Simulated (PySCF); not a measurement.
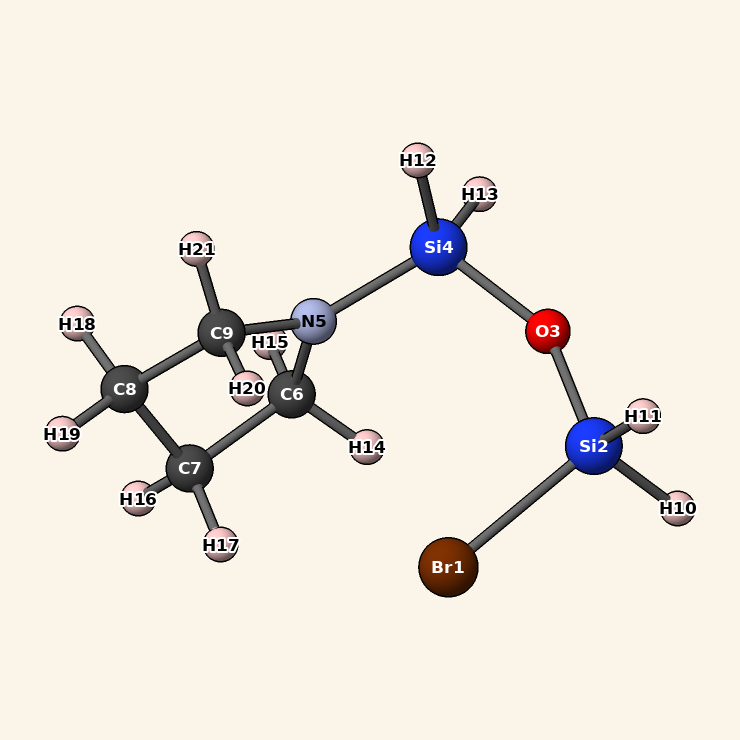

The questions are on isotropic NMR shieldings of the C atoms. Computed geometry: PBE0-D3(BJ)/def2-SVP optimisation. No frequency run is at hand to confirm it as a minimum. Method: GIAO WP04/pcSseg-1 NMR shielding, non-relativistic, gas phase (PySCF 2.14.0).

List the isotropic NMR shieldings of the C atoms.

| atom | σ (ppm) |
| --- | --- |
| C6 | 121.1 |
| C7 | 140.0 |
| C8 | 140.3 |
| C9 | 119.1 |
